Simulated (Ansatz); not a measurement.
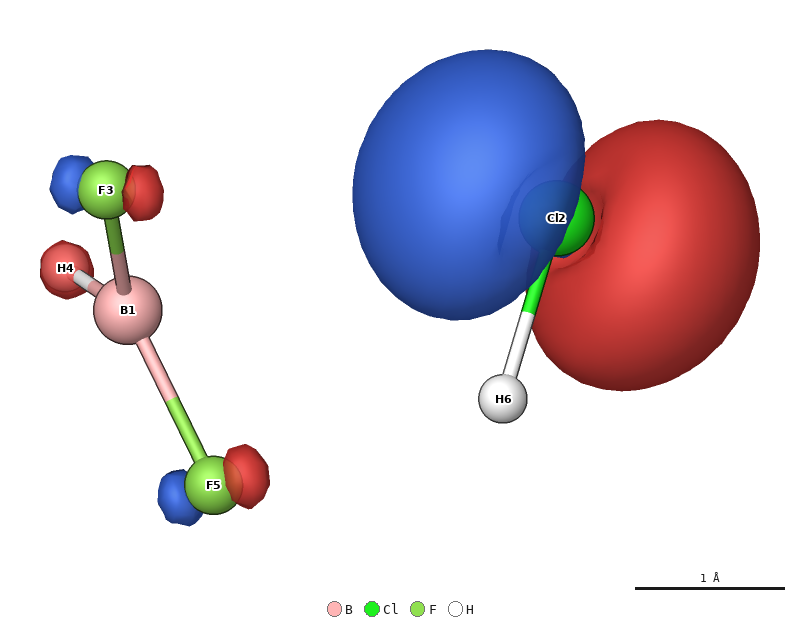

BF2H···HCl. The HOMO−1 at ±0.2 Å⁻³ᐟ² (red and blue are the two phases), seen at a tilt.

Not at a stationary point (largest force 1.0 eV/Å).

The calculation used Ansatz 0.2.0, RKS PBE-D4/6-31G*.

Input

```
crystal:
  periodic: [false, false, false]
  atoms:
    - { symbol: B, position_ang: [0.0, 0.0, 0.0] }
    - { symbol: Cl, position_ang: [0.0, 0.0, 2.21] }
    - { symbol: F, position_ang: [1.1431, 0.0, -0.66] }
    - { symbol: H, position_ang: [-1.0305, 0.0, -0.595] }
    - { symbol: F, position_ang: [0.0726, 1.5356, 0.5108] }
    - { symbol: H, position_ang: [0.0564, 1.1931, 1.5499] }
basis:
  gaussian: { orbitals: "6-31G*" }
hamiltonian:
  xc: pbe
  dispersion: d4
relax:
  f_tol: 0.15
  max_steps: 25
  restrain:
    - { distance: [0, 4], at: 1.32, k: 30.0 }
    - { distance: [5, 1], at: 1.37, k: 30.0 }
    - { distance: [0, 1], at: 3.06, k: 30.0 }
    - { distance: [5, 4], at: 2.12, k: 30.0 }
output:
  orbitals: {}
```

Run with:

```sh
ansatz run input.yaml --threads 1 --pin off --max-ram 2048MiB --backend cpu --events-out ev --progress --plain --runs-dir out
```

The fields are those of the run's last geometry, not of the input's.

**Describe this orbital and give its energy.**

It lies mainly on Cl2 (about 90 %); largely a lone pair of Cl2. Its energy is −7.99 eV.
